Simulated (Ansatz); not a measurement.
# Core levels in a random alloy: Al20Rh7 (Rh on 26 % of the Al sites, one arrangement)

What do XPS lines of Al20Rh7 (Rh on 26 % of the Al sites, one arrangement) look like, site by site?

Method: DFT, PBE, plane-wave PAW, default files, scalar-relativistic, in Ansatz 0.2.0.

**1. Starting point**

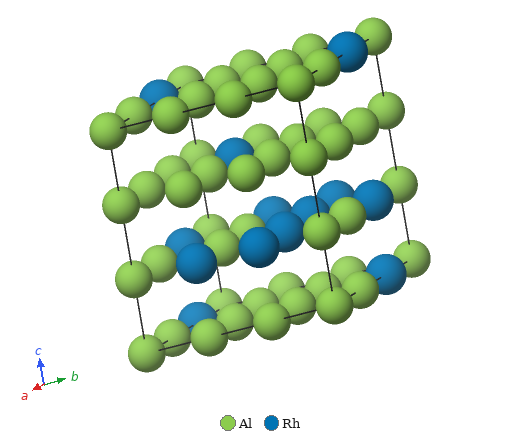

The starting structure, seen slightly off an axis (aluminium green, rhodium blue). Some periodic images of atoms are drawn too.

**2. Relaxing the atoms**

Atoms near a foreign or missing neighbour move off the ideal sites, so they are relaxed first.

input.yaml

```yaml
crystal:
  lattice:
    - [0.0, 5.9843316114, 5.9843316114]
    - [5.9843316114, 0.0, 5.9843316114]
    - [5.9843316114, 5.9843316114, 0.0]
  atoms:
    - { symbol: Al, position: [0.0, 0.0, 0.0] }
    - { symbol: Al, position: [0.0, 0.0, 0.3333333333] }
    - { symbol: Al, position: [0.0, 0.0, 0.6666666667] }
    - { symbol: Al, position: [0.0, 0.3333333333, 0.0] }
    - { symbol: Rh, position: [0.0, 0.3333333333, 0.3333333333] }
    - { symbol: Al, position: [0.0, 0.3333333333, 0.6666666667] }
    - { symbol: Al, position: [0.0, 0.6666666667, 0.0] }
    - { symbol: Rh, position: [0.0, 0.6666666667, 0.3333333333] }
    - { symbol: Al, position: [0.0, 0.6666666667, 0.6666666667] }
    - { symbol: Rh, position: [0.3333333333, 0.0, 0.0] }
    - { symbol: Rh, position: [0.3333333333, 0.0, 0.3333333333] }
    - { symbol: Al, position: [0.3333333333, 0.0, 0.6666666667] }
    - { symbol: Al, position: [0.3333333333, 0.3333333333, 0.0] }
    - { symbol: Al, position: [0.3333333333, 0.3333333333, 0.3333333333] }
    - { symbol: Rh, position: [0.3333333333, 0.3333333333, 0.6666666667] }
    - { symbol: Al, position: [0.3333333333, 0.6666666667, 0.0] }
    - { symbol: Rh, position: [0.3333333333, 0.6666666667, 0.3333333333] }
    - { symbol: Al, position: [0.3333333333, 0.6666666667, 0.6666666667] }
    - { symbol: Al, position: [0.6666666667, 0.0, 0.0] }
    - { symbol: Al, position: [0.6666666667, 0.0, 0.3333333333] }
    - { symbol: Al, position: [0.6666666667, 0.0, 0.6666666667] }
    - { symbol: Al, position: [0.6666666667, 0.3333333333, 0.0] }
    - { symbol: Al, position: [0.6666666667, 0.3333333333, 0.3333333333] }
    - { symbol: Al, position: [0.6666666667, 0.3333333333, 0.6666666667] }
    - { symbol: Al, position: [0.6666666667, 0.6666666667, 0.0] }
    - { symbol: Rh, position: [0.6666666667, 0.6666666667, 0.3333333333] }
    - { symbol: Al, position: [0.6666666667, 0.6666666667, 0.6666666667] }
kpoints:
  mp_grid: { grid: [4, 4, 4] }
scf:
  occupations: { method: fermi_dirac, width: 0.08 }
  n_extra_bands: 27
hamiltonian:
  xc: pbe
  pseudopotentials: { kind: paw }
output:
  forces: true
relax:
  f_tol: 0.04
  max_steps: 35
```

The run is started by

```console
> ansatz run input.yaml --threads 4 --pin off --max-ram 14336MiB --backend cpu --events-out ev --progress --plain --runs-dir out
```

Numbers of over 12 decimals in the logs are rounded to 6 here.

The log of the run:

```text
scf.n_extra_bands = 27 over 90 filled bands (N_el = 179.0): the run solves 117 bands
Engine: ansatz 0.2.0, aarch64-unknown-linux-gnu
Pseudopotentials: kind: paw
Pseudopotential: Al, paw, valence charge 3, recommended cutoff 420 eV (normal), Al.paw.azcp
Pseudopotential: Rh, paw, valence charge 17, recommended cutoff 420 eV (normal), Rh.paw.azcp
Functional definition: PBE
  parameter kappa = 0.804
  parameter beta = 0.066725
  exchange = pbe_x(kappa = kappa, mu = beta*pi^2/3)
  correlation = pbe_c(beta = beta)
Crystal: 27 atoms, lattice volume = 428.624 Å³
Basis set: ecut = 420 eV, 8363 PW (Γ), exchange–correlation on 120×120×120 points (8 copies of the dense FFT grid, shifted against one another)
Bands: 117, of which v1, the nominal top of the filled ones, is band 90 counted from 1 (89 counted from 0)
Symmetry: 1 space group operations
Space group: P1 (ITA 1), of the structure as read, at distance tolerance 7.5e-5 Å
k-points: 36 of 64 (time reversal used)
Non-local potential: Al, projectors of the file, l = 0: 2, l = 1: 2, l = 2: 1
Non-local potential: Rh, projectors of the file, l = 0: 3, l = 1: 2, l = 2: 2, l = 3: 1
PAW form: soft (Blöchl's): semilocal exchange-correlation on the pseudo side does not see the compensation charge
PAW one-centre angular grid: Al, 110 points (default); XC on 64 Gauss nodes
PAW one-centre angular grid: Rh, 590 points (default); XC on 64 Gauss nodes
Initial density: superposition of atomic densities (neutral atoms: chi_scale 0, normalization atom), corrected by the library's trained network
Initial wavefunctions: pseudopotential atomic-orbital guess
Functional: x = pbe(κ = 0.804, μ = 0.219515), c = pbe(β = 0.066725)
SCF iter   1: F=—  HF=-55580.084774 eV  |F-HF|=—  |Δ(HF+E_count)|=         —  Δρ=5.91e-3  dr2=2.97e-1  ethr=1.77e-3  ⟨swp⟩=6.2  Hψ=16875  notcnv=0  defer=110
preconditioner: auto → Kerker (q_TF=auto, 2.359 Å⁻¹)  [metal: Δε(μ)=0.025 eV  Ē_g=5.859 eV  σ=0.080 eV  W_gap=0.08  n_scr=112 (ndim 8)  ℏωp=19.9 eV  f_vac=0.000  D(μ)=11.14/eV (n_scr^D=64)]
SCF iter   2: F=—  HF=-55580.070622 eV  |F-HF|=—  |Δ(HF+E_count)|=   1.42e-2  Δρ=2.52e-3  dr2=6.47e-2  ethr=1.66e-4  ⟨swp⟩=1.0  Hψ=4860  notcnv=0  defer=162
SCF iter   3: F=—  HF=-55580.065484 eV  |F-HF|=—  |Δ(HF+E_count)|=   5.14e-3  Δρ=5.56e-4  dr2=4.45e-3  ethr=3.61e-5  ⟨swp⟩=1.0  Hψ=3903  notcnv=0  defer=162
SCF iter   4: F=—  HF=-55580.065776 eV  |F-HF|=—  |Δ(HF+E_count)|=   2.91e-4  Δρ=1.37e-4  dr2=2.28e-4  ethr=2.48e-6  ⟨swp⟩=2.4  Hψ=5937  notcnv=0  defer=162
iter 5 did not close the SCF: its close was put off for the readings that it lacked (scf_convergence_deferred on its scf_iter line)
SCF iter   5: F=-55580.065726 eV  HF=-55580.065733 eV  |F-HF|=7.43e-6  |Δ(HF+E_count)|=   4.27e-5  Δρ=4.28e-5  dr2=1.14e-5  ethr=1.27e-7  ⟨swp⟩=2.8  Hψ=5994  notcnv=0  defer=162
SCF iter   6: F=-55580.065731 eV  HF=-55580.065732 eV  |F-HF|=5.36e-7  |Δ(HF+E_count)|=   1.43e-6  Δρ=1.00e-5  dr2=7.69e-7  ethr=6.39e-9  ⟨swp⟩=1.3  Hψ=10713  notcnv=0
SCF 1 converged in 6 iterations: F = -55580.065731 eV  dr2 = 7.69e-7
  greatest PAW one-centre occupation: 1.000 electrons in one spin orbital (limit 2), on the Rh atom at site 14 (counted from 0), in its partial waves of l = 0
relax step   1: F+E_penalty+E_count = -55580.06573103 eV  Δ(F+E_penalty+E_count) = +0.000e0 eV  max|allowed force component| = 1.294e0 eV/Å  Δτ_max = 0.0000 Å  (6 SCF iters, dr2 threshold 4.00e-5 eV, accepted)
Initial density: handed on by an earlier stage of this run
Initial wavefunctions: those handed on with the density
iter 1 solved again at ethr=1.24e-3 eV; its pass at ethr=3.10e-3 eV (dr2=2.22e0 eV) is discarded
SCF iter   1: F=—  HF=-55582.572464 eV  |F-HF|=—  |Δ(HF+E_count)|=         —  Δρ=1.46e-2  dr2=2.22e0  ethr=1.24e-3  ⟨swp⟩=1.0  Hψ=16471  notcnv=0  defer=307
preconditioner: auto → Kerker (q_TF=auto, 2.359 Å⁻¹)  [metal: Δε(μ)=0.002 eV  Ē_g=6.126 eV  σ=0.080 eV  W_gap=0.00  n_scr=112 (ndim 8)  ℏωp=19.9 eV  f_vac=0.000  D(μ)=9.74/eV (n_scr^D=58)]
SCF iter   2: F=—  HF=-55582.351539 eV  |F-HF|=—  |Δ(HF+E_count)|=   2.21e-1  Δρ=8.29e-3  dr2=9.81e-1  ethr=1.24e-3  ⟨swp⟩=1.0  Hψ=3875  notcnv=0  defer=307
SCF iter   3: F=—  HF=-55582.183177 eV  |F-HF|=—  |Δ(HF+E_count)|=   1.68e-1  Δρ=1.44e-3  dr2=1.88e-2  ethr=5.48e-4  ⟨swp⟩=2.7  Hψ=6233  notcnv=0  defer=307
SCF iter   4: F=—  HF=-55582.180238 eV  |F-HF|=—  |Δ(HF+E_count)|=   2.94e-3  Δρ=4.58e-4  dr2=6.46e-4  ethr=1.05e-5  ⟨swp⟩=2.8  Hψ=6782  notcnv=0  defer=336
SCF iter   5: F=—  HF=-55582.180208 eV  |F-HF|=—  |Δ(HF+E_count)|=   3.00e-5  Δρ=1.37e-4  dr2=1.00e-4  ethr=3.61e-7  ⟨swp⟩=2.1  Hψ=6839  notcnv=0  defer=336
SCF iter   6: F=-55582.180192 eV  HF=-55582.180195 eV  |F-HF|=3.35e-6  |Δ(HF+E_count)|=   1.27e-5  Δρ=5.81e-5  dr2=7.51e-6  ethr=5.59e-8  ⟨swp⟩=2.0  Hψ=11967  notcnv=0
SCF 2 converged in 6 iterations: F = -55582.180192 eV  dr2 = 7.51e-6
  greatest PAW one-centre occupation: 1.000 electrons in one spin orbital (limit 2), on the Rh atom at site 25 (counted from 0), in its partial waves of l = 0
relax step   2: F+E_penalty+E_count = -55582.18019170 eV  Δ(F+E_penalty+E_count) = -2.114e0 eV  max|allowed force component| = 5.012e-1 eV/Å  Δτ_max = 0.1972 Å  (6 SCF iters, dr2 threshold 1.00e-4 eV, accepted)
iter 1 solved again at ethr=2.66e-4 eV; its pass at ethr=3.10e-3 eV (dr2=4.76e-1 eV) is discarded
SCF iter   1: F=—  HF=-55582.685123 eV  |F-HF|=—  |Δ(HF+E_count)|=         —  Δρ=1.12e-2  dr2=4.76e-1  ethr=2.66e-4  ⟨swp⟩=1.0  Hψ=15513  notcnv=0  defer=317
preconditioner: auto → Kerker (q_TF=auto, 2.359 Å⁻¹)  [metal: Δε(μ)=0.003 eV  Ē_g=6.153 eV  σ=0.080 eV  W_gap=0.01  n_scr=112 (ndim 8)  ℏωp=19.9 eV  f_vac=0.000  D(μ)=9.13/eV (n_scr^D=58)]
SCF iter   2: F=—  HF=-55582.625417 eV  |F-HF|=—  |Δ(HF+E_count)|=   5.97e-2  Δρ=6.11e-3  dr2=1.75e-1  ethr=2.66e-4  ⟨swp⟩=1.0  Hψ=3879  notcnv=0  defer=317
SCF iter   3: F=—  HF=-55582.595796 eV  |F-HF|=—  |Δ(HF+E_count)|=   2.96e-2  Δρ=1.02e-3  dr2=7.15e-3  ethr=9.79e-5  ⟨swp⟩=2.0  Hψ=5219  notcnv=0  defer=317
SCF iter   4: F=—  HF=-55582.595121 eV  |F-HF|=—  |Δ(HF+E_count)|=   6.75e-4  Δρ=3.72e-4  dr2=4.62e-4  ethr=3.99e-6  ⟨swp⟩=2.3  Hψ=6036  notcnv=0  defer=319
SCF iter   5: F=—  HF=-55582.595102 eV  |F-HF|=—  |Δ(HF+E_count)|=   1.83e-5  Δρ=1.23e-4  dr2=6.39e-5  ethr=2.58e-7  ⟨swp⟩=1.6  Hψ=5980  notcnv=0  defer=333
SCF iter   6: F=-55582.595092 eV  HF=-55582.595094 eV  |F-HF|=2.48e-6  |Δ(HF+E_count)|=   8.06e-6  Δρ=4.72e-5  dr2=5.15e-6  ethr=8.77e-9  ⟨swp⟩=3.9  Hψ=11440  notcnv=0
SCF 3 converged in 6 iterations: F = -55582.595092 eV  dr2 = 5.15e-6
  greatest PAW one-centre occupation: 1.000 electrons in one spin orbital (limit 2), on the Rh atom at site 9 (counted from 0), in its partial waves of l = 0
relax step   3: F+E_penalty+E_count = -55582.59509176 eV  Δ(F+E_penalty+E_count) = -4.149e-1 eV  max|allowed force component| = 4.007e-1 eV/Å  Δτ_max = 0.1985 Å  (6 SCF iters, dr2 threshold 1.57e-5 eV, accepted)
[...]
relax step   4: F+E_penalty+E_count = -55582.83901801 eV  Δ(F+E_penalty+E_count) = -2.439e-1 eV  max|allowed force component| = 1.319e-1 eV/Å  Δτ_max = 0.2000 Å  (6 SCF iters, dr2 threshold 2.41e-5 eV, accepted)
[...]
relax step   5: F+E_penalty+E_count = -55582.86802743 eV  Δ(F+E_penalty+E_count) = -2.901e-2 eV  max|allowed force component| = 8.291e-2 eV/Å  Δτ_max = 0.0797 Å  (6 SCF iters, dr2 threshold 1.89e-6 eV, accepted)
SCF iter   1: F=—  HF=-55582.881688 eV  |F-HF|=—  |Δ(HF+E_count)|=         —  Δρ=3.16e-3  dr2=2.50e-2  ethr=2.20e-4  ⟨swp⟩=4.0  Hψ=9449  notcnv=0  defer=339
preconditioner: auto → Kerker (q_TF=auto, 2.359 Å⁻¹)  [metal: Δε(μ)=0.008 eV  Ē_g=6.174 eV  σ=0.080 eV  W_gap=0.03  n_scr=112 (ndim 8)  ℏωp=19.9 eV  f_vac=0.000  D(μ)=8.97/eV (n_scr^D=58)]
SCF iter   2: F=—  HF=-55582.877802 eV  |F-HF|=—  |Δ(HF+E_count)|=   3.89e-3  Δρ=1.76e-3  dr2=8.71e-3  ethr=1.40e-5  ⟨swp⟩=1.0  Hψ=4860  notcnv=0  defer=339
SCF iter   3: F=—  HF=-55582.876023 eV  |F-HF|=—  |Δ(HF+E_count)|=   1.78e-3  Δρ=3.18e-4  dr2=4.08e-4  ethr=4.87e-6  ⟨swp⟩=2.4  Hψ=5714  notcnv=0  defer=339
SCF iter   4: F=—  HF=-55582.875947 eV  |F-HF|=—  |Δ(HF+E_count)|=   7.58e-5  Δρ=7.89e-5  dr2=3.56e-5  ethr=2.28e-7  ⟨swp⟩=2.7  Hψ=7411  notcnv=0  defer=339
SCF iter   5: F=—  HF=-55582.876476 eV  |F-HF|=—  |Δ(HF+E_count)|=   5.29e-4  Δρ=3.73e-5  dr2=6.19e-6  ethr=1.99e-8  ⟨swp⟩=2.8  Hψ=7058  notcnv=0  defer=339
SCF iter   6: F=—  HF=-55582.876475 eV  |F-HF|=—  |Δ(HF+E_count)|=   1.56e-6  Δρ=1.45e-5  dr2=4.95e-7  ethr=3.46e-9  ⟨swp⟩=2.0  Hψ=6748  notcnv=0  defer=339
SCF iter   7: F=-55582.876475 eV  HF=-55582.876475 eV  |F-HF|=1.37e-8  |Δ(HF+E_count)|=   9.83e-8  Δρ=2.78e-6  dr2=2.33e-8  ethr=5.59e-11  ⟨swp⟩=3.3  Hψ=10954  notcnv=0
SCF 6 converged in 7 iterations: F = -55582.876475 eV  dr2 = 2.33e-8
relax step   6: F+E_penalty+E_count = -55582.87647474 eV  Δ(F+E_penalty+E_count) = -8.447e-3 eV  max|allowed force component| = 2.927e-2 eV/Å  Δτ_max = 0.0627 Å  (7 SCF iters, accepted)
SCF converged after 7 iterations
Free energy (F): -55582.876475 eV
Harris-Foulkes:  -55582.876475 eV  (|F-HF|=1.37e-8)
Internal energy: -55582.686461 eV  (E = F + TS)
E sigma→0 (E₀):  -55582.781468 eV
Entropy (-TS):   -0.190014 eV (-7.038 meV/atom)
Fermi energy:    10.904359 eV
--- Per-component energies (eV) ---
  E_band       = -1529.810387
  E_kinetic    = 4482.541573
  E_local      = -23657.354707  (includes V_loc(G=0)·N_el)
  E_nonlocal   = 2688.414010
  E_hartree    = 9735.053890
  E_xc         = -2351.641022
  E_vxc        = -2534.034171  (∫ρ·V_xc dr)
  E_paw        = -34460.036146  (= ΣΔE_a)
  E_vpaw       = -1979.485925  (= ΣTr[D̂ρ^β])
  E_aug_tail   = 0.006151  (compensation charges beyond the density's cutoff)
  E_ewald      = -12019.670209
  E_smearing   = -0.190014  (= −TS)
  E_closure    = -0.000000  (closes the sum)
  Σ components = -55582.876475   (vs F -55582.876475, Δ=0.00e0)
--- Forces (eV/Å), atoms counted from 1 ---
  atom   1  Al    -0.01332104    -0.00395282     0.01165913
  atom   2  Al    -0.01031438     0.01119865     0.00647859
  atom   3  Al    -0.00605441    -0.00991596    -0.00364792
  atom   4  Al    -0.00240077    -0.00975380    -0.00405084
  atom   5  Rh    -0.01875487     0.00578215     0.00755060
  atom   6  Al    -0.00265915     0.00637148     0.00496503
  atom   7  Al     0.02878737    -0.00861787    -0.01595616
  atom   8  Rh    -0.01002647    -0.01919468     0.00439363
  atom   9  Al     0.01270191     0.00778713     0.00160866
  atom  10  Rh     0.02479159    -0.00560914    -0.02538226
  atom  11  Rh    -0.00505333    -0.00340701    -0.02736356
  atom  12  Al     0.00343130    -0.00752416     0.01661321
  atom  13  Al     0.00547987    -0.00331372     0.00436027
  atom  14  Al    -0.00749431     0.00592662     0.00123217
  atom  15  Rh     0.00939665     0.01801795     0.00885002
  atom  16  Al    -0.00684810     0.01012623    -0.01017715
  atom  17  Rh     0.01366237    -0.00962431    -0.01154775
  atom  18  Al    -0.01059134     0.00431387     0.00164741
  atom  19  Al     0.00232661     0.00799892    -0.00109838
  atom  20  Al     0.00488359    -0.01659787     0.00865959
  atom  21  Al     0.00864334     0.00818435     0.00266598
  atom  22  Al    -0.00882408    -0.00791153    -0.00818588
  atom  23  Al     0.01207598     0.00444813    -0.00745270
  atom  24  Al    -0.00074059     0.00538041    -0.00120841
  atom  25  Al    -0.01946577     0.01388989     0.02926669
  atom  26  Rh    -0.01988622    -0.00637295     0.01255079
  atom  27  Al     0.01628841     0.00240139    -0.00643551
  max |Σ_I F_I| component: 3.42e-5 eV/Å
--- Relaxed structure (6 steps of the walk, 6 accepted, 0 SCFs on fresh bases) ---
  F+E_penalty+E_count = -55582.87647474 eV   max|allowed force component| = 2.927e-2 eV/Å
  atoms:
    - { symbol: Al, position: [0.00676016, -0.012380, 0.00899251] }
    - { symbol: Al, position: [0.083965, -0.033948, 0.319590] }
    - { symbol: Al, position: [-0.00322358, 0.00171552, 0.673281] }
    - { symbol: Al, position: [0.014669, 0.315852, -0.00187783] }
    - { symbol: Rh, position: [-0.026106, 0.300606, 0.355149] }
    - { symbol: Al, position: [-0.00700778, 0.353409, 0.640611] }
    - { symbol: Al, position: [-0.00705539, 0.629442, 0.077015] }
    - { symbol: Rh, position: [-0.017827, 0.697650, 0.353524] }
    - { symbol: Al, position: [0.00128418, 0.660752, 0.668795] }
    - { symbol: Rh, position: [0.337756, -0.00920791, -0.017188] }
    - { symbol: Rh, position: [0.351035, 0.029971, 0.341984] }
    - { symbol: Al, position: [0.324882, 0.029690, 0.664982] }
    - { symbol: Al, position: [0.328283, 0.309290, 0.00694573] }
    - { symbol: Al, position: [0.304038, 0.358492, 0.328262] }
    - { symbol: Rh, position: [0.313317, 0.356230, 0.682194] }
    - { symbol: Al, position: [0.339516, 0.671522, -0.011609] }
    - { symbol: Rh, position: [0.367970, 0.631458, 0.296208] }
    - { symbol: Al, position: [0.339642, 0.687261, 0.595144] }
    - { symbol: Al, position: [0.643200, -0.017689, 0.032882] }
    - { symbol: Al, position: [0.673876, -0.00324559, 0.335890] }
    - { symbol: Al, position: [0.641610, 0.016455, 0.681612] }
    - { symbol: Al, position: [0.679029, 0.328881, -0.015349] }
    - { symbol: Al, position: [0.659506, 0.336881, 0.339392] }
    - { symbol: Al, position: [0.653554, 0.349980, 0.653914] }
    - { symbol: Al, position: [0.664302, 0.668495, 0.007211] }
    - { symbol: Rh, position: [0.667239, 0.667513, 0.336176] }
    - { symbol: Al, position: [0.665788, 0.674925, 0.646270] }
```

Elapsed: 4 min, on 4 threads of Arm Neoverse V1, shared host; peak memory 2.1 GiB.

Step by step:

```tsv
step	energy less that of the first step (eV)	largest force component (eV/Å)
1	0.0000	1.2935
2	-2.1145	0.5012
3	-2.5294	0.4007
4	-2.7733	0.1319
5	-2.8023	0.0829
6	-2.8107	0.0293
```

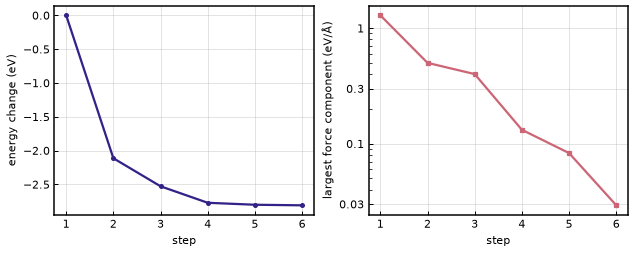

Energy and largest force along the relaxation.

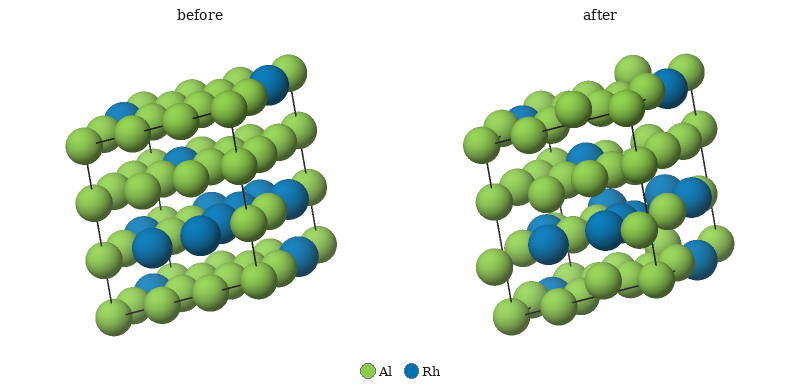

Before and after, at one scale.

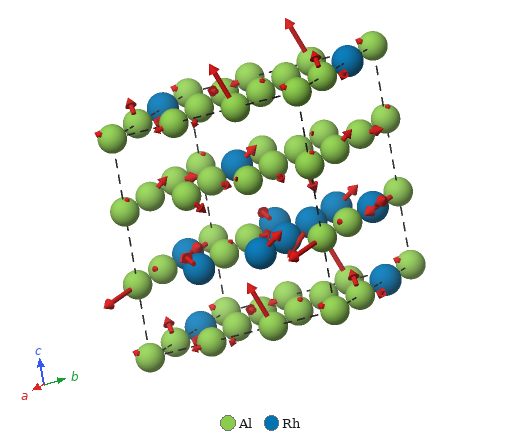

Displacements in the relaxation, exaggerated; the longest in the cell stands for 0.59 Å. Some periodic images of atoms are drawn too.

The atoms that moved most (Å):

```tsv
atom	dx	dy	dz	length
Al2	-0.285	0.420	0.299	0.590
Al7	0.238	0.419	-0.265	0.550
Al18	-0.305	-0.390	0.161	0.521
Rh17	-0.433	-0.015	-0.003	0.433
Rh11	0.231	0.158	0.285	0.400
Rh5	-0.065	-0.026	-0.352	0.359
Rh8	0.306	0.014	0.079	0.317
Al19	0.091	0.056	-0.246	0.269
```

This step gave:

```
free energy             : -55582.8765 eV
energy at zero smearing : -55582.7815 eV
smearing term TS        : 0.1900 eV
Fermi energy            : 10.90 eV
symmetry operations     : 1
```

The relaxation ends 104 meV an atom lower, with a largest force component of 0.029 eV/Å.

(Part 1 of 3 ends here.)

[Logs are printed without paths, hosts, clocks, repeated set-up lines and the standing remarks that a program may print on its own settings, such as how far it seeks lower states.]

[Hosts, paths, dates, database ids (printed as entryN), source tags and the programs' standing remarks are cut or masked in the printed files.]

[Maps of the electrostatic potential energy from Ansatz leave out the sawtooth potential of an applied field or a dipole correction, so their vacuum need not be flat; work functions include it.]
